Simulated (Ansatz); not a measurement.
The starting structures come from a database of crystals and need not be the phases stable at ambient conditions.

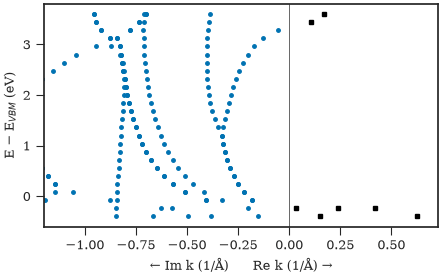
Figure. Complex bands at the centre of the two-dimensional zone; PBEsol (Ansatz, a first-principles code)

No gap correction and no spin-orbit coupling; mid-gap values are interpolated between computed energies.

Task: This is CdCl₂ (R-3m, not sure to be the ambient phase, 3 atoms a cell, 25.2 Å³ an atom) along the normal of (101). Read off the slowest decay at the centre of the two-dimensional zone at 1.68 eV, the computed energy nearest the middle of the gap.

Result: κ ≈ 0.30 1/Å, a decay length 1/(2κ) of the density of 1.6 Å.
